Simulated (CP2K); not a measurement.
# InH3O (SMILES [OH][InH2]) at GFN0-xTB

Aim: the energy change on altering one bond length of InH3O at GFN0-xTB, from 2 runs. Input form: an ASE script.

The calculation is run with CP2K 2026.2.

3 further runs of the same task are left out: 1 that didn't finish, 2 set aside as unsound or not needed.

## 1. The system as given

InH3O: 5 atoms, total charge 0, spin state singlet. SMILES: `[OH][InH2]`. The shape comes from a force field and isn't a relaxed structure.

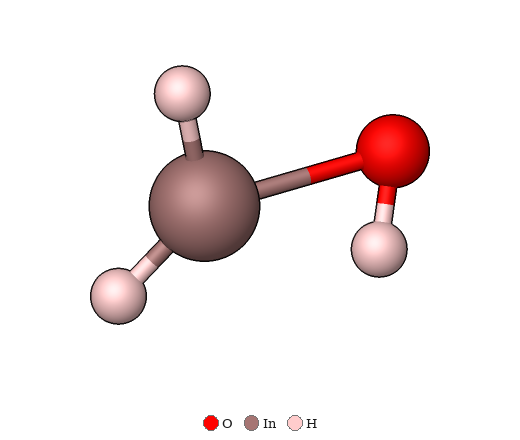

Viewed from a chosen angle; oxygen red, indium brown, hydrogen pink.

## 2. Energy and gradient at GFN0-xTB

molecule.xyz reads:

```xyz
5

O      1.189900    -0.830100     0.714700
In    -0.326300     0.342600    -0.296200
H      0.227500    -1.223800     0.791000
H     -1.458900     0.195100    -0.966500
H      0.417700     1.442500    -0.284300
```

calc.py reads:

```python
import numpy as np
from ase.io import read
from ase.calculators.cp2k import CP2K

atoms = read("molecule.xyz")
atoms.set_cell([10.6, 10.7, 9.8])
atoms.center()
inp = """
&FORCE_EVAL
  METHOD QUICKSTEP
  &DFT
    CHARGE 0
    MULTIPLICITY 1
    &QS
      METHOD XTB
      EPS_DEFAULT 1.0E-10
      &XTB
        GFN_TYPE 0
        CHECK_ATOMIC_CHARGES F
      &END XTB
    &END QS
    # cluster boundary conditions
    &POISSON
      PERIODIC NONE
      POISSON_SOLVER ANALYTIC
    &END POISSON
    # self-consistent field
    &SCF
      SCF_GUESS ATOMIC
      EPS_SCF 1.0E-06
      MAX_SCF 150
      ADDED_MOS 8
      &DIAGONALIZATION
        ALGORITHM STANDARD
      &END DIAGONALIZATION
      &MIXING
        METHOD DIRECT_P_MIXING
        ALPHA 0.4
      &END MIXING
      &SMEAR ON
        METHOD FERMI_DIRAC
        ELECTRONIC_TEMPERATURE [K] 300
      &END SMEAR
    &END SCF
    &PRINT
      &MOMENTS
        PERIODIC F
        REFERENCE COM
        MAX_MOMENT 1
      &END MOMENTS
      &MO ON
        ENERGIES T
        OCCUPATION_NUMBERS T
        NDIGITS 6
        &EACH
          QS_SCF 0
        &END EACH
        ADD_LAST NUMERIC
      &END MO
      &HIRSHFELD OFF
      &END HIRSHFELD
    &END PRINT
  &END DFT
  # atoms, cell and kinds
  &SUBSYS
  &END SUBSYS
&END FORCE_EVAL
"""
calc = CP2K(command="cp2k.psmp -s", label="gas", inp=inp, basis_set=None, basis_set_file=None, potential_file=None, pseudo_potential=None, xc=None, cutoff=None, max_scf=None, charge=None, uks=False,
            force_eval_method=None, print_level="LOW", poisson_solver=None, stress_tensor=False)
atoms.calc = calc
print("E / eV:", round(atoms.get_potential_energy(), 6))
forces = atoms.get_forces()
print(np.array2string(forces, precision=5, suppress_small=True))
print("largest force / (eV/A): %.4f" % np.linalg.norm(forces, axis=1).max())
```

Command:

```bash
$ OMP_NUM_THREADS=1 python calc.py
```

Standard output:

```text
E / eV: -164.944994
[[ -2.14322  -1.05164   0.12476]
 [  4.62205  -9.7143    6.88776]
 [  2.05802   0.39971   0.14808]
 [-13.0508   -2.25931  -7.44777]
 [  8.51395  12.62554   0.28716]]
largest force / (eV/A): 15.2307
```

gas.out, shortened:

```text
CP2K| version string:                                       CP2K version 2026.2
[...]
 GLOBAL| Method name                                                        CP2K
[...]
 GLOBAL| Run type                                                   ENERGY_FORCE
[...]
 *** WARNING in qs_kind_types.F:2330 :: Information provided in the input ***
 *** file regarding BASIS for KIND <O> will be ignored!                   ***
 *** WARNING in qs_kind_types.F:2330 :: Information provided in the input ***
 *** file regarding BASIS for KIND <In> will be ignored!                  ***
 *** WARNING in qs_kind_types.F:2330 :: Information provided in the input ***
 *** file regarding BASIS for KIND <H> will be ignored!                   ***
[...]
                             - Atoms:                                          5
[...]
                             - Spherical basis functions:                     19
[...]
 Number of electrons:                                                         12
[...]
  Fermi energy:                                                -0.29481278897557
[...]
 TB_DIPOLE| Moment [Debye]         -5.48294138       2.47435738      -2.69100332
 TB_DIPOLE| Derivative [a.u.]       0.00000000       0.00000000       0.00000000
[...]
 ENERGY| Total FORCE_EVAL ( QS ) energy [hartree]             -6.061617244495393
[...]
```

Run time: 2.1 s. Hardware: 1 thread of AMD EPYC 7R43 (Zen 3), shared host; peak memory 0.18 GiB.

## 3. The distorted shape at the same level

molecule.xyz reads:

```xyz
5

O      1.586275    -0.778480     0.949284
In     0.070075     0.394220    -0.061616
H      0.623875    -1.172180     1.025584
H     -1.458900     0.195100    -0.966500
H      0.814075     1.494120    -0.049716
```

job.py reads:

```python
import numpy as np
from ase.io import read
from ase.calculators.cp2k import CP2K

atoms = read("molecule.xyz")
atoms.set_cell([11.0, 10.7, 10.0])
atoms.center()
inp = """
&FORCE_EVAL
   METHOD Quickstep
   &DFT
      CHARGE 0
      MULTIPLICITY 1
      &QS
         METHOD XTB
         EPS_DEFAULT 1.0E-10
         &XTB
            GFN_TYPE 0
            CHECK_ATOMIC_CHARGES F
         &END XTB
      &END QS
      &POISSON
         PERIODIC NONE
         POISSON_SOLVER ANALYTIC
      &END POISSON
      &SCF
         SCF_GUESS ATOMIC
         EPS_SCF 1.0E-06
         MAX_SCF 150
         ADDED_MOS 8
         &DIAGONALIZATION
            ALGORITHM STANDARD
         &END DIAGONALIZATION
         &MIXING
            METHOD DIRECT_P_MIXING
            ALPHA 0.4
         &END MIXING
         &SMEAR ON
            METHOD FERMI_DIRAC
            ELECTRONIC_TEMPERATURE [K] 300
         &END SMEAR
      &END SCF
      &PRINT
         &MOMENTS
            PERIODIC F
            REFERENCE COM
            MAX_MOMENT 1
         &END MOMENTS
         &MO ON
            ENERGIES T
            OCCUPATION_NUMBERS T
            NDIGITS 6
            &EACH
               QS_SCF 0
            &END EACH
            ADD_LAST NUMERIC
         &END MO
         &HIRSHFELD OFF
         &END HIRSHFELD
      &END PRINT
   &END DFT
   &SUBSYS
   &END SUBSYS
&END FORCE_EVAL
"""
calculator = CP2K(command="cp2k.psmp -s", label="qs", inp=inp, basis_set=None, basis_set_file=None, potential_file=None, pseudo_potential=None, xc=None, cutoff=None, max_scf=None, charge=None, uks=False,
            force_eval_method=None, print_level="LOW", poisson_solver=None, stress_tensor=False)
atoms.calc = calculator
print("E / eV:", round(atoms.get_potential_energy(), 6))
forces = atoms.get_forces()
print(np.array2string(forces, precision=5, suppress_small=True))
print("largest force / (eV/A): %.4f" % np.linalg.norm(forces, axis=1).max())
```

Command:

```bash
$ OMP_NUM_THREADS=1 python job.py
```

Standard output:

```text
E / eV: -166.670663
[[ -2.15849  -1.06305   0.08526]
 [ -8.09791 -11.25329  -0.70674]
 [  2.01053   0.35961   0.1777 ]
 [  0.43916  -0.17508   0.3777 ]
 [  7.80671  12.13181   0.06607]]
largest force / (eV/A): 14.4267
```

qs.out, shortened:

```text
CP2K| version string:                                       CP2K version 2026.2
[...]
 GLOBAL| Method name                                                        CP2K
[...]
 GLOBAL| Run type                                                   ENERGY_FORCE
[...]
 *** WARNING in qs_kind_types.F:2330 :: Information provided in the input ***
 *** file regarding BASIS for KIND <O> will be ignored!                   ***
 *** WARNING in qs_kind_types.F:2330 :: Information provided in the input ***
 *** file regarding BASIS for KIND <In> will be ignored!                  ***
 *** WARNING in qs_kind_types.F:2330 :: Information provided in the input ***
 *** file regarding BASIS for KIND <H> will be ignored!                   ***
[...]
                             - Atoms:                                          5
[...]
                             - Spherical basis functions:                     19
[...]
 Number of electrons:                                                         12
[...]
  Fermi energy:                                                -0.32394000820780
[...]
 TB_DIPOLE| Moment [Debye]         -3.77044891       2.95806888      -1.84981743
 TB_DIPOLE| Derivative [a.u.]       0.00000000       0.00000000       0.00000000
[...]
 ENERGY| Total FORCE_EVAL ( QS ) energy [hartree]             -6.125034432964489
[...]
```

Run time: 2.3 s. Hardware: 1 thread of AMD EPYC 7R43 (Zen 3), shared host; peak memory 0.18 GiB.

## 4. Outcome

At GFN0-xTB:

| quantity | value |
| --- | --- |
| first shape: total energy | -6.06162 Eh |
| first shape: dipole moment (from atomic charges alone) | 6.59 D |
| first shape: HOMO energy | -11.74 eV |
| first shape: LUMO energy | -7.11 eV |
| first shape: HOMO–LUMO gap | 4.63 eV |
| first shape: dispersion energy | -1.61 kJ/mol |
| distorted shape: total energy | -6.12503 Eh |
| distorted shape: dipole moment (from atomic charges alone) | 5.14 D |
| distorted shape: HOMO energy | -11.74 eV |
| distorted shape: LUMO energy | -7.90 eV |
| distorted shape: HOMO–LUMO gap | 3.84 eV |
| distorted shape: dispersion energy | -1.49 kJ/mol |
| energy change with the In2–H4 bond stretched from 1.324 to 1.788 Å | -1.726 eV |

What this shows: With the In2–H4 bond stretched from 1.324 to 1.788 Å the energy falls by 1.73 eV (167 kJ/mol). The first shape isn't relaxed at this level, so the change isn't measured from a minimum. The dipole (first shape) comes from point charges on the atoms alone, without atomic dipoles, so it is partial. The dipole (distorted shape) comes from point charges on the atoms alone, without atomic dipoles, so it is partial.
